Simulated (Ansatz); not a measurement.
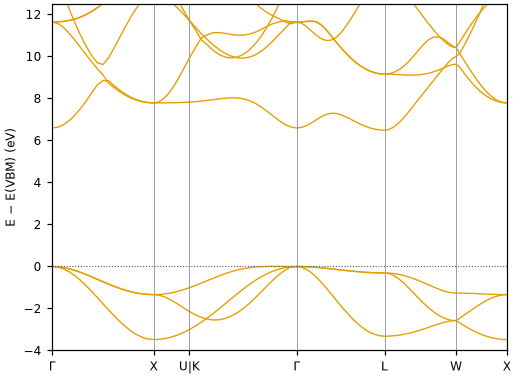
*Band structure from LDA (plane waves, PAW; program Ansatz)*

### Question
Read off the gap and where the band edges lie.

### Answer
About 6.5 eV (6.48 eV by a search for the band edges); maximum on the K–Γ line, 78 % of the way from K, minimum at L.

The material is LiCl (rock salt, space group No. 225).

Space group Fm-3m (rock salt). Symmetry was held in the LDA relaxation; phonons on a q-mesh show no instability.

Potentials: the later of the program's two PAW sets.
